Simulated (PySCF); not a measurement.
Vertical excitations of a molecule C2H5ClGeO from PySCF 2.14.0 with TDA-PBE/def2-SVPD, as energy in eV (oscillator strength): 5.01 (0.014), 5.31 (0.000), 5.79 (0.005), 5.96 (0.011), 6.05 (0.024), 6.11 (0.004), 6.35 (0.003), 6.59 (0.021), 6.66 (0.047), 6.75 (0.018). Lowest triplet (TDA): 4.69 eV. Geometry optimised at B3LYP-D3(BJ)/def2-SVP. One conformer was computed; it need not be the lowest.

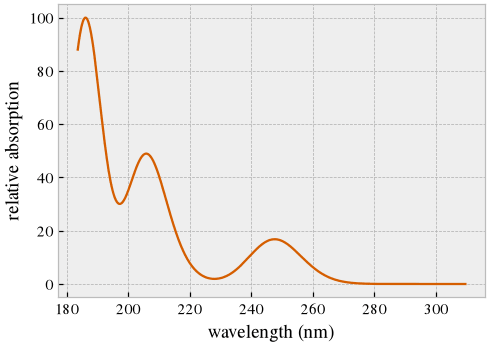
The lines broadened by 0.4 eV.

### Question
Which structure fits?
A) C[C](=O)[GeH2][Cl]
B) O=C[CH2][GeH2][Cl]
C) C=[C](Cl)[GeH2][OH]
D) [Cl][GeH]1[CH2]O[CH2]1

### Answer
D, [Cl][GeH]1[CH2]O[CH2]1
